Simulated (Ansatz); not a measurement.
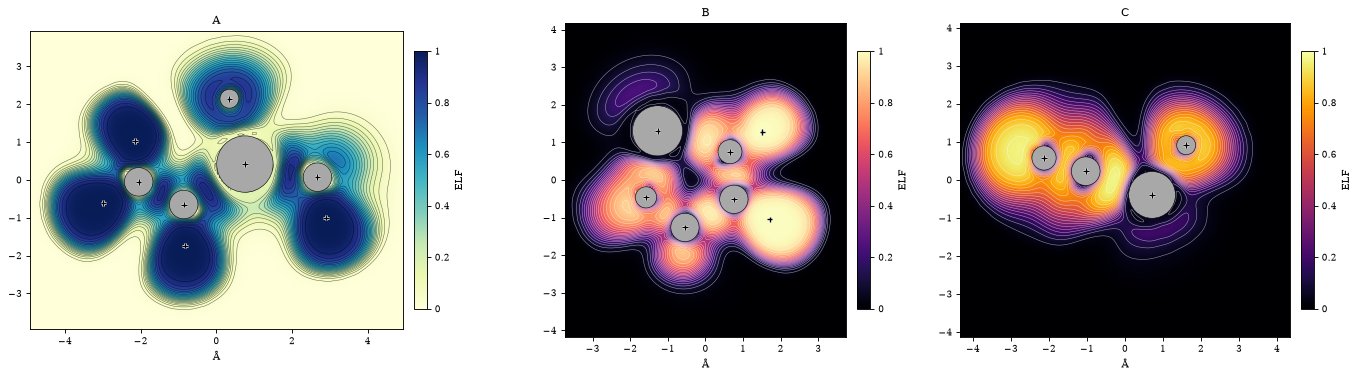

The electron localisation function of 3 systems, each on a plane through atoms (crosses mark nuclei in the plane; grey discs cover the cores).

Method: RKS PBE0-D4/def2-TZVPP in Ansatz.

System 1: C$_{2}$H$_{5}$AlClNO, the plane of atoms N1, C2 and C3. Geometry: PBE0-D4/def2-TZVP.

```xyz
11

N     1.0528   -0.1175    0.5586
C    -0.0046   -0.7529    0.8613
C    -1.2302   -0.3572    0.0921
Cl   -1.5071   -1.9667   -0.8419
O    -1.0203    0.6865   -0.6801
Al    0.6808    1.2440   -0.8664
H     1.9051   -0.4022    1.0253
H    -0.0441   -1.5544    1.5960
H    -2.1296   -0.3018    0.7126
H     0.9287    2.6885   -0.2530
H     1.4337    0.7766   -2.1839
```

System 2: C$_{3}$H$_{6}$FGa (SMILES C=[CH][Ga]([CH3])[F]), the plane of atoms C2, Ga3 and C4. Geometry: PBE0-D4/def2-TZVP.

```xyz
11

C    -1.0134    1.8978    1.1173
C    -0.8597    0.5823    0.9733
Ga    0.3388   -0.1050   -0.3881
C     0.9127   -1.8635   -1.0021
F     1.0820    1.2367   -1.2807
H    -0.4804    2.6043    0.4871
H    -1.6742    2.3256    1.8685
H    -1.4166   -0.0813    1.6317
H     0.6705   -1.9769   -2.0610
H     0.4430   -2.6731   -0.4429
H     1.9973   -1.9470   -0.9031
```

System 3: C$_{2}$H$_{4}$FNOSi (SMILES CO[SiH](F)C#N), the plane of atoms F4, Si3 and C5. Geometry: PBE0-D4/def2-TZVP.

```yaml
atoms:
  - { symbol: C, position_ang: [0.0842, -1.0832, -1.1458] }
  - { symbol: O, position_ang: [0.5867, -0.8360, 0.1572] }
  - { symbol: Si, position_ang: [0.0816, 0.2614, 1.2154] }
  - { symbol: F, position_ang: [-1.3692, -0.0483, 1.7745] }
  - { symbol: C, position_ang: [-0.0804, 1.8929, 0.3523] }
  - { symbol: N, position_ang: [-0.1458, 2.8937, -0.2132] }
  - { symbol: H, position_ang: [0.8182, -1.6897, -1.6753] }
  - { symbol: H, position_ang: [-0.0678, -0.1490, -1.6940] }
  - { symbol: H, position_ang: [-0.8604, -1.6290, -1.0930] }
  - { symbol: H, position_ang: [1.0359, 0.3358, 2.3251] }
```

### Match each panel to its system.

Panel A is system 2, C$_{3}$H$_{6}$FGa: the plane holds C, Ga, F and H. C–C (1.33 Å): the ELF peaks at about 0.90 between the atoms (a short, multiple covalent bond). Panel B is system 1, C$_{2}$H$_{5}$AlClNO: the plane holds N, C, O, Al and H. C–N (1.27 Å): the ELF peaks at about 0.90 between the atoms: a multiple bond. Panel C is system 3, C$_{2}$H$_{4}$FNOSi: the plane holds Si, F, C and N. C–N (1.15 Å): the ELF peaks at about 0.85 between the atoms; a short, multiple covalent bond.
